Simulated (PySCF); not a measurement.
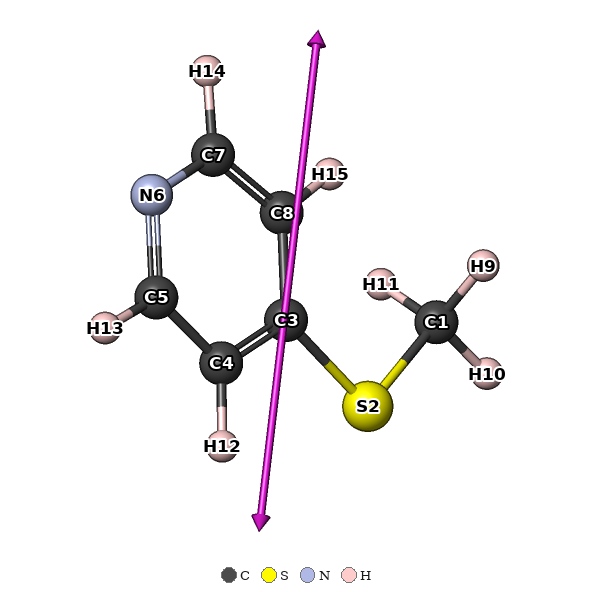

The double arrow shows the direction of the transition dipole to excited singlet state 7 (its length means nothing). The computed structure is the end point of a GFN2-xTB optimisation. No frequency run is at hand to confirm it as a minimum. Method: TDDFT CAM-B3LYP/def2-SVPD, vertical, gas phase, core orbitals frozen in the response (PySCF 2.14.0).

Question. Give its energy, strength and character.

Answer. 6.34 eV (195 nm), oscillator strength 0.17, mainly HOMO−2 → LUMO (weight 0.65); transition dipole 2.68 D.
